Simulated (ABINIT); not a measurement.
# Quasiparticle gap of SiC (F-43m) in ABINIT

Wanted: ground state, empty states, screening and self-energy for SiC (F-43m).

Main program and level: ABINIT 10.8.3; PBE and many-body steps on it, plane waves.

**What was measured.**

- Gap 2.4 eV: Tauc optical (indirect) gap of annealed polycrystalline 3C-SiC; UV-VIS spectroscopic ellipsometry, Tauc analysis; film (CVD ultrathin polycrystalline film, annealed, about 5 nm grains) (“On-Demand CMOS-Compatible Fabrication of Ultrathin Self-Aligned SiC Nanowire Arrays”, 2018, pmc:6267454).

- Gap 2.39 eV: band gap at cryogenic temperature; bulk crystal (literature value) (quoted in “Silicon carbide diodes for neutron detection”, 2020, arxiv:2009.14696).

## Step 1: The structure

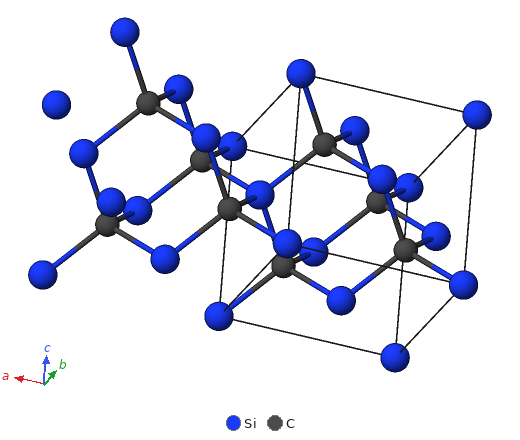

The cell as given, from a free direction (silicon blue, carbon dark grey). 2×1×1 cells are drawn. This picture shows the conventional cell, with its axes. Bonds to atoms that aren't drawn are left out. Some periodic images of atoms are drawn too.

The cell and positions come from the Crystallography Open Database and are kept as given unless a step says otherwise.

## Step 2: Ground state

This step: ABINIT 10.8.3; DFT, PBE, plane waves, norm-conserving pseudopotentials.

The ground-state density comes first.

run.abi reads:

```
acell 3*1.0 Angstrom
rprim 
  -0.000000000000 2.179000000000 2.179000000000
  2.179000000000 -0.000000000000 2.179000000000
  2.179000000000 2.179000000000 -0.000000000000
ntypat 2
znucl 14 6
natom 2
typat 1 2
xred 
  0.000000000000 0.000000000000 0.000000000000
  0.250000000000 0.250000000000 0.250000000000
pp_dirpath "pseudos"
pseudos "Si.upf, C.upf"
ecut 37
ngkpt 8 8 8
nshiftk 1
shiftk 0 0 0
kptopt 1
chksymbreak 0
nband 9
occopt 1
tolvrs 1e-10
nstep 60
prtwf 0
optforces 0
optstress 0
indata_prefix "in"
outdata_prefix "out"
tmpdata_prefix "tmp"
```

On the command line:

```bash
$ OMP_NUM_THREADS=1 mpirun -n 4 abinit run.abi > log
```

Numbers of over 12 decimals in the logs are rounded to 6 here.

What it wrote:

```text
.Version 10.8.3 of ABINIT. v10.8.2 released Aug 2026.

 Symmetries : space group F-4 3 m (#216); Bravais cF (face-center cubic)
================================================================================
 Values of the parameters that define the memory need of the present run
     intxc =       0    ionmov =       0      iscf =       7    lmnmax =       6
     lnmax =       6     mgfft =      32  mpssoang =       3    mqgrid =    3001
     natom =       2  nloc_mem =       1    nspden =       1   nspinor =       1
    nsppol =       1      nsym =      24    n1xccc =    2501    ntypat =       2
    occopt =       1   xclevel =       2
-    mband =           9        mffmem =           1         mkmem =           8
       mpw =        1514          nfft =       32768          nkpt =          29
================================================================================
  Rough estimation (10% accuracy) of disk space for files :
================================================================================

--------------------------------------------------------------------------------
------------- Echo of variables that govern the present computation ------------
--------------------------------------------------------------------------------
 -outvars: echo values of preprocessed input variables --------
            acell      1.8897261259E+00  1.8897261259E+00  1.8897261259E+00 Bohr

      chksymbreak           0
             ecut      3.70000000E+01 Hartree
-          fftalg         312

              ixc     -101130
              kpt      0.00000000E+00  0.00000000E+00  0.00000000E+00
                       1.25000000E-01  0.00000000E+00  0.00000000E+00
                       2.50000000E-01  0.00000000E+00  0.00000000E+00
                       3.75000000E-01  0.00000000E+00  0.00000000E+00
                       5.00000000E-01  0.00000000E+00  0.00000000E+00
                       1.25000000E-01  1.25000000E-01  0.00000000E+00
                       2.50000000E-01  1.25000000E-01  0.00000000E+00
                       3.75000000E-01  1.25000000E-01  0.00000000E+00
                       5.00000000E-01  1.25000000E-01  0.00000000E+00
   [... 18 further rows ...]
                      -3.75000000E-01  5.00000000E-01  1.25000000E-01
                      -2.50000000E-01  5.00000000E-01  2.50000000E-01
         kptrlatt        8    0    0      0    8    0      0    0    8
          kptrlen      4.65866071E+01
P           mkmem           8
            natom           2
            nband           9
            ngfft          32      32      32
             nkpt          29
            nstep          60
             nsym          24
           ntypat           2
              occ      2.000000  2.000000  2.000000  2.000000  0.000000  0.000000
[...]
optforces           0
        optstress           0
            prtwf           0
            rprim     -0.0000000000E+00  2.1790000000E+00  2.1790000000E+00
[...]
spgroup         216

           tolvrs      1.00000000E-10

             xred      0.0000000000E+00  0.0000000000E+00  0.0000000000E+00
[...]
znucl       14.00000    6.00000

================================================================================

 chkinp: Checking input parameters for consistency.

================================================================================
== DATASET  1 ==================================================================
-   mpi_nproc: 4, omp_nthreads: 1 (-1 if OMP is not activated)

--- !DatasetInfo
iteration_state: {dtset: 1, }
dimensions: {natom: 2, nkpt: 29, mband: 9, nsppol: 1, nspinor: 1, nspden: 1, mpw: 1514, }
cutoff_energies: {ecut:  37.0, pawecutdg:  -1.0, }
electrons: {nelect:   8.00000000E+00, charge:   0.00000000E+00, occopt:   1.00000000E+00, tsmear:   1.00000000E-02, }

 Real(R)+Recip(G) space primitive vectors, cartesian coordinates (Bohr,Bohr^-1):
 R(1)=  0.0000000  4.1177132  4.1177132  G(1)= -0.1214266  0.1214266  0.1214266
 R(2)=  4.1177132  0.0000000  4.1177132  G(2)=  0.1214266 -0.1214266  0.1214266
 R(3)=  4.1177132  4.1177132  0.0000000  G(3)=  0.1214266  0.1214266 -0.1214266
 Unit cell volume ucvol=  1.3963629E+02 bohr^3
 Angles (23,13,12)=  6.00000000E+01  6.00000000E+01  6.00000000E+01 degrees

 getcut: wavevector=  0.0000  0.0000  0.0000  ngfft=  32  32  32
         ecut(hartree)=     37.000   => boxcut(ratio)=   2.00684

--- Pseudopotential description ------------------------------------------------
- Si Generated using ONCVPSP code by D. R. Hamann
- 14.00000   4.00000  171031                  znucl, zion, pspdat
12 -101130 2 -1 1510                          pspcod,pspxc,lmax,lloc,mmax
     nproj     2     2     2
  pspatm : epsatm=    9.34321561
         --- l  ekb(1:nproj) -->
[...]
pspatm: atomic psp has been read  and splines computed

- C Generated using ONCVPSP code by D. R. Hamann
-  6.00000   4.00000  171031                  znucl, zion, pspdat
12 -101130 1 -1 1248                          pspcod,pspxc,lmax,lloc,mmax
     nproj     2     2     0
  pspatm : epsatm=    4.31346680
         --- l  ekb(1:nproj) -->
[...]
1   -4.199961   -0.877517
 pspatm: atomic psp has been read  and splines computed

   1.09253459E+02                                ecore*ucvol(ha*bohr**3)
--------------------------------------------------------------------------------

_setup2: Arith. and geom. avg. npw (full set) are    1500.803    1500.779

================================================================================

--- !BeginCycle
iteration_state: {dtset: 1, }
solver: {iscf: 7, nstep: 60, nline: 4, wfoptalg: 0, }
tolerances: {tolvrs: 1.00E-10, }

     iter   Etot(hartree)      deltaE(h)  residm     vres2
 ETOT  1  -10.168909568532    -1.017E+01 1.492E-01 3.560E+02
 ETOT  2  -10.231491617092    -6.258E-02 4.611E-03 1.493E+02
 ETOT  3  -10.269767516249    -3.828E-02 1.428E-01 1.358E-01
 ETOT  4  -10.269786963279    -1.945E-05 4.462E-02 3.686E-03
 ETOT  5  -10.269787210627    -2.473E-07 7.191E-05 1.612E-04
 ETOT  6  -10.269787226935    -1.631E-08 1.202E-03 9.974E-07
 ETOT  7  -10.269787227057    -1.217E-10 5.882E-03 9.720E-09
 ETOT  8  -10.269787227058    -9.184E-13 2.099E-03 2.203E-10
 ETOT  9  -10.269787227058    -6.217E-14 3.861E-03 3.480E-12

 At SCF step    9       vres2   =  3.48E-12 < tolvrs=  1.00E-10 =>converged.

--- !ResultsGS
iteration_state: {dtset: 1, }
comment   : Summary of ground state results
lattice_vectors:
- [ -0.0000000,   4.1177132,   4.1177132, ]
- [  4.1177132,  -0.0000000,   4.1177132, ]
- [  4.1177132,   4.1177132,  -0.0000000, ]
lattice_lengths: [   5.82333,    5.82333,    5.82333, ]
lattice_angles: [ 60.000,  60.000,  60.000, ] # degrees, (23, 13, 12)
lattice_volume:   1.3963629E+02
convergence: {deltae: -6.217E-14, res2:  3.480E-12, residm:  3.861E-03, diffor:  0.000E+00, }
etotal    :  -1.02697872E+01
entropy   :   0.00000000E+00
fermie    :   2.51183540E-01
cartesian_stress_tensor: null
pressure_GPa: null
xred      :
- [  0.0000E+00,   0.0000E+00,   0.0000E+00, Si]
- [  2.5000E-01,   2.5000E-01,   2.5000E-01,  C]
cartesian_forces: null
force_length_stats: {min: null, max: null, mean: null, }

 Integrated electronic density in atomic spheres:
 ------------------------------------------------
 Atom  Sphere_radius  Integrated_density
    1        2.00000          1.92719290
    2        2.00000          4.23371404
================================================================================

 ----iterations are completed or convergence reached----

 Mean square residual over all n,k,spin=   14.795E-06; max=  38.608E-04
 reduced coordinates (array xred) for    2 atoms
       0.000000000000      0.000000000000      0.000000000000
       0.250000000000      0.250000000000      0.250000000000
 rms dE/dt=  0.0000E+00; max dE/dt=  0.0000E+00; dE/dt below (all hartree)
    1       0.000000000000      0.000000000000      0.000000000000
    2       0.000000000000      0.000000000000      0.000000000000

 cartesian coordinates (angstrom) at end:
    1      0.000000     0.000000     0.000000
    2      1.089500     1.089500     1.089500
 length scales=  1.889726125908  1.889726125908  1.889726125908 bohr
              =  1.000000000000  1.000000000000  1.000000000000 angstroms
 prteigrs : about to open file out_EIG
 Fermi (or HOMO) energy (hartree) =   0.25118   Average Vxc (hartree)=  -0.41495
 Eigenvalues (hartree) for nkpt=  29  k points:
 kpt#   1, nband=  9, wtk=  0.00195, kpt=  0.0000  0.0000  0.0000 (reduced coord)
  -0.31511    0.25118    0.25118    0.25118    0.47989    0.51987    0.51987    0.51987
   0.78510
 prteigrs : prtvol=0 or 1, do not print more k-points.

--- !EnergyTerms
iteration_state     : {dtset: 1, }
comment             : Components of total free energy in Hartree
kinetic             :  5.89032805913901E+00
hartree             :  1.16700143504615E+00
xc                  : -3.77898474893224E+00
Ewald energy        : -1.04656108775139E+01
psp_core            :  7.82414532507906E-01
local_psp           : -4.12559242220303E+00
non_local_psp       :  2.60656794897942E-01
total_energy        : -1.02697872270581E+01
total_energy_eV     : -2.79455146899521E+02
band_energy         :  2.75566795094544E-01

== END DATASET(S) ==============================================================
================================================================================

 -outvars: echo values of variables after computation  --------
           etotal     -1.0269787227E+01
            nband           9
             nkpt          29
          spgroup         216
 [... the other variables as echoed above ...]

 Calculation completed.
```

Wall time 4.2 s (4 MPI ranks of Arm Neoverse V1, shared host); peak memory 0.25 GiB.

This step gave:

```yaml
total_energy: -279.4551 eV
gap: 1.361 eV
k_of_the_valence_top: 0, 0, 0
k_of_the_conduction_bottom: 0.5, 0.5, 0
least_direct_gap: 4.553 eV
```

The gap is indirect, with the least direct gap 3.19 eV higher.

## Step 3: Bands along the symmetry lines

The cheap functional maps the bands first; the places of the edges decide which points the dearer methods must see.

run.abi reads:

```
acell 3*1.0 Angstrom
rprim 
  -0.000000000000 2.179000000000 2.179000000000
  2.179000000000 -0.000000000000 2.179000000000
  2.179000000000 2.179000000000 -0.000000000000
ntypat 2
znucl 14 6
natom 2
typat 1 2
xred 
  0.000000000000 0.000000000000 0.000000000000
  0.250000000000 0.250000000000 0.250000000000
pp_dirpath "pseudos"
pseudos "Si.upf, C.upf"
ecut 37
iscf -2
irdden 1
kptopt 0
nkpt 50
kpt 
  0.00000000 0.00000000 0.00000000
  -0.06250000 -0.06250000 0.00000000
  -0.12500000 -0.12500000 0.00000000
  -0.18750000 -0.18750000 0.00000000
  -0.25000000 -0.25000000 0.00000000
  -0.31250000 -0.31250000 0.00000000
  -0.37500000 -0.37500000 0.00000000
  -0.43750000 -0.43750000 0.00000000
  -0.50000000 -0.50000000 0.00000000
  -0.48437500 -0.48437500 0.03125000
  -0.46875000 -0.46875000 0.06250000
  -0.45312500 -0.45312500 0.09375000
  -0.43750000 -0.43750000 0.12500000
  -0.42187500 -0.42187500 0.15625000
  -0.40625000 -0.40625000 0.18750000
  -0.39062500 -0.39062500 0.21875000
  -0.37500000 -0.37500000 0.25000000
  -0.37500000 0.00000000 0.37500000
  -0.32812500 0.00000000 0.32812500
  -0.28125000 0.00000000 0.28125000
  -0.23437500 0.00000000 0.23437500
  -0.18750000 0.00000000 0.18750000
  -0.14062500 0.00000000 0.14062500
  -0.09375000 0.00000000 0.09375000
  -0.04687500 0.00000000 0.04687500
  0.00000000 0.00000000 0.00000000
  0.00000000 0.00000000 0.06250000
  0.00000000 0.00000000 0.12500000
  0.00000000 0.00000000 0.18750000
  0.00000000 0.00000000 0.25000000
  0.00000000 0.00000000 0.31250000
  0.00000000 0.00000000 0.37500000
  0.00000000 0.00000000 0.43750000
  0.00000000 0.00000000 0.50000000
  -0.06250000 -0.03125000 0.46875000
  -0.12500000 -0.06250000 0.43750000
  -0.18750000 -0.09375000 0.40625000
  -0.25000000 -0.12500000 0.37500000
  -0.31250000 -0.15625000 0.34375000
  -0.37500000 -0.18750000 0.31250000
  -0.43750000 -0.21875000 0.28125000
  -0.50000000 -0.25000000 0.25000000
  -0.50000000 -0.28125000 0.21875000
  -0.50000000 -0.31250000 0.18750000
  -0.50000000 -0.34375000 0.15625000
  -0.50000000 -0.37500000 0.12500000
  -0.50000000 -0.40625000 0.09375000
  -0.50000000 -0.43750000 0.06250000
  -0.50000000 -0.46875000 0.03125000
  -0.50000000 -0.50000000 0.00000000
istwfk *1
nband 11
nbdbuf 2
tolwfr 1e-08
nstep 40
prtwf 0
prtvol 0
indata_prefix "in"
outdata_prefix "out"
tmpdata_prefix "tmp"
```

What it wrote:

```text
.Version 10.8.3 of ABINIT. v10.8.2 released Aug 2026.

 Symmetries : space group F-4 3 m (#216); Bravais cF (face-center cubic)
[... echo of the input left out ...]
== DATASET  1 ==================================================================
-   mpi_nproc: 4, omp_nthreads: 1 (-1 if OMP is not activated)

--- !DatasetInfo
iteration_state: {dtset: 1, }
dimensions: {natom: 2, nkpt: 50, mband: 11, nsppol: 1, nspinor: 1, nspden: 1, mpw: 1524, }
cutoff_energies: {ecut:  37.0, pawecutdg:  -1.0, }
electrons: {nelect:   8.00000000E+00, charge:   0.00000000E+00, occopt:   1.00000000E+00, tsmear:   1.00000000E-02, }

 Real(R)+Recip(G) space primitive vectors, cartesian coordinates (Bohr,Bohr^-1):
 R(1)=  0.0000000  4.1177132  4.1177132  G(1)= -0.1214266  0.1214266  0.1214266
 R(2)=  4.1177132  0.0000000  4.1177132  G(2)=  0.1214266 -0.1214266  0.1214266
 R(3)=  4.1177132  4.1177132  0.0000000  G(3)=  0.1214266  0.1214266 -0.1214266
 Unit cell volume ucvol=  1.3963629E+02 bohr^3
 Angles (23,13,12)=  6.00000000E+01  6.00000000E+01  6.00000000E+01 degrees

 getcut: wavevector=  0.0000  0.0000  0.0000  ngfft=  32  32  32
         ecut(hartree)=     37.000   => boxcut(ratio)=   2.00684

--- Pseudopotential description ------------------------------------------------
- Si Generated using ONCVPSP code by D. R. Hamann
- 14.00000   4.00000  171031                  znucl, zion, pspdat
12 -101130 2 -1 1510                          pspcod,pspxc,lmax,lloc,mmax
     nproj     2     2     2
  pspatm : epsatm=    9.34321561
         --- l  ekb(1:nproj) -->
             0    5.168965    0.829883
             1    2.571282    0.578307
             2   -2.427311   -0.488097
 pspatm: atomic psp has been read  and splines computed

- C Generated using ONCVPSP code by D. R. Hamann
-  6.00000   4.00000  171031                  znucl, zion, pspdat
12 -101130 1 -1 1248                          pspcod,pspxc,lmax,lloc,mmax
     nproj     2     2     0
  pspatm : epsatm=    4.31346680
         --- l  ekb(1:nproj) -->
[...]
pspatm: atomic psp has been read  and splines computed

--------------------------------------------------------------------------------

================================================================================
 prteigrs : about to open file out_EIG
 Non-SCF case, kpt    1 (  0.00000  0.00000  0.00000), residuals and eigenvalues=
  7.31E-09  4.96E-09  5.11E-09  9.57E-09  4.44E-09  2.28E-09  5.11E-09  7.08E-09
[...]
-3.1511E-01  2.5118E-01  2.5118E-01  2.5118E-01  4.7989E-01  5.1987E-01
  5.1987E-01  5.1987E-01  7.8510E-01  7.8510E-01  8.5604E-01
 Non-SCF case, kpt    2 ( -0.06250 -0.06250  0.00000), residuals and eigenvalues=
  9.46E-10  3.51E-09  2.94E-09  7.57E-09  2.73E-09  5.13E-09  2.12E-09  7.33E-09
[...]
-3.1136E-01  2.3949E-01  2.4389E-01  2.4389E-01  4.8954E-01  5.1068E-01
[...]
1.01E-09  2.75E-09  3.28E-09  3.77E-09  2.35E-09  4.84E-09  1.51E-09  8.94E-09
[...]
-3.0018E-01  2.1014E-01  2.2553E-01  2.2553E-01  4.7852E-01  5.1628E-01
  5.5867E-01  5.5867E-01  6.7428E-01  8.0189E-01  9.1296E-01
[...]
Non-SCF case, kpt   49 ( -0.50000 -0.46875  0.03125), residuals and eigenvalues=
[...]
-1.3046E-01 -3.4798E-02  1.3098E-01  1.3132E-01  3.0612E-01  4.1484E-01
  7.5986E-01  7.6594E-01  7.9086E-01  9.7615E-01  1.0605E+00
 Non-SCF case, kpt   50 ( -0.50000 -0.50000  0.00000), residuals and eigenvalues=
[...]
-1.3075E-01 -3.5551E-02  1.3389E-01  1.3389E-01  3.0121E-01  4.1043E-01
  7.6569E-01  7.6569E-01  7.9395E-01  9.8755E-01  1.0706E+00

--- !ResultsGS
iteration_state: {dtset: 1, }
comment   : Summary of ground state results
lattice_vectors:
- [ -0.0000000,   4.1177132,   4.1177132, ]
- [  4.1177132,  -0.0000000,   4.1177132, ]
- [  4.1177132,   4.1177132,  -0.0000000, ]
lattice_lengths: [   5.82333,    5.82333,    5.82333, ]
lattice_angles: [ 60.000,  60.000,  60.000, ] # degrees, (23, 13, 12)
lattice_volume:   1.3963629E+02
convergence: {deltae:  0.000E+00, res2:  0.000E+00, residm:  9.981E-09, diffor:  0.000E+00, }
etotal    :  -1.02697872E+01
entropy   :   0.00000000E+00
fermie    :   2.51183540E-01
cartesian_stress_tensor: null
pressure_GPa: null
xred      :
- [  0.0000E+00,   0.0000E+00,   0.0000E+00, Si]
- [  2.5000E-01,   2.5000E-01,   2.5000E-01,  C]
cartesian_forces: null
force_length_stats: {min: null, max: null, mean: null, }

 Integrated electronic density in atomic spheres:
 ------------------------------------------------
 Atom  Sphere_radius  Integrated_density
[...]
================================================================================

 ----iterations are completed or convergence reached----

 Mean square residual over all n,k,spin=   47.481E-10; max=  99.808E-10
 reduced coordinates (array xred) for    2 atoms
[...]
cartesian coordinates (angstrom) at end:
    1      0.000000     0.000000     0.000000
    2      1.089500     1.089500     1.089500
 length scales=  1.889726125908  1.889726125908  1.889726125908 bohr
              =  1.000000000000  1.000000000000  1.000000000000 angstroms
 prteigrs : about to open file out_EIG
 Eigenvalues (hartree) for nkpt=  50  k points:
 kpt#   1, nband= 11, wtk=  1.00000, kpt=  0.0000  0.0000  0.0000 (reduced coord)
[...]
kpt#   2, nband= 11, wtk=  1.00000, kpt= -0.0625 -0.0625  0.0000 (reduced coord)
[...]
kpt#   3, nband= 11, wtk=  1.00000, kpt= -0.1250 -0.1250  0.0000 (reduced coord)
[...]
kpt#  49, nband= 11, wtk=  1.00000, kpt= -0.5000 -0.4687  0.0313 (reduced coord)
  -0.13046   -0.03480    0.13098    0.13132    0.30612    0.41484    0.75986    0.76594
   0.79086    0.97615    1.06049
 kpt#  50, nband= 11, wtk=  1.00000, kpt= -0.5000 -0.5000  0.0000 (reduced coord)
  -0.13075   -0.03555    0.13389    0.13389    0.30121    0.41043    0.76569    0.76569
   0.79395    0.98755    1.07056

== END DATASET(S) ==============================================================
================================================================================

 -outvars: echo values of variables after computation  --------
            nband          11
             nkpt          50
          spgroup         216
 [... the other variables as echoed above ...]

 Calculation completed.
```

Elapsed: 3.8 s, on 4 MPI ranks; peak memory 0.24 GiB; 15 s of CPU time.

This step gave:

```yaml
gap: 1.361 eV
k_of_the_valence_top: 0, 0, 0
k_of_the_conduction_bottom: -0.5, -0.5, 0
least_direct_gap: 4.553 eV
```

The gap is 1.361 eV, as in the run before at this level.

The electronic bands at the labelled points (eV, zero at the top of the highest filled band; v1 is the highest filled band, c1 the lowest empty one):

```csv
point,v4,v3,v2,v1,c1,c2,c3,c4
Γ,-15.41,0.00,0.00,0.00,6.22,7.31,7.31,7.31
X,-10.39,-7.80,-3.19,-3.19,1.36,4.33,14.00,14.00
U,-10.39,-7.28,-5.55,-2.60,3.11,7.78,11.84,12.45
jump to K,-10.39,-7.28,-5.55,-2.60,3.11,7.78,11.84,12.45
Γ,-15.41,0.00,0.00,0.00,6.22,7.31,7.31,7.31
L,-11.84,-8.54,-1.05,-1.05,5.43,7.23,7.23,10.05
W,-10.16,-7.03,-4.99,-4.69,5.21,9.44,9.45,9.79
X,-10.39,-7.80,-3.19,-3.19,1.36,4.33,14.00,14.00
```

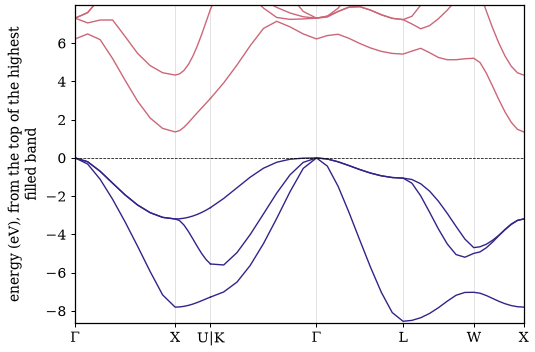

Electronic bands along the path; lines of filled and empty bands in two colours.

(Continued in part 2 of 2.)

[Paths, hosts, dates, memory and timing lines, banners, echoed tables and standing remarks are left out of the program output.]

[Logs are printed without paths, hosts, clocks, repeated set-up lines and the standing remarks that a program may print on its own settings, such as how far it seeks lower states.]

[Runs of the session that timed out or met a known fault of the program may be left out.]

[Hosts, paths, dates, database ids (printed as entryN), source tags and the programs' standing remarks are cut or masked in the printed files.]

[G0W0 gaps are taken among the corrected bands and points alone; a level outside them can change the order at an edge.]

[Where Ansatz stands beside ABINIT at settings called matched, ABINIT's density can come from a denser mesh and the files from another edition; pairs whose starting gaps differed by over 0.03 eV were left out, so agreement reads better than it is.]
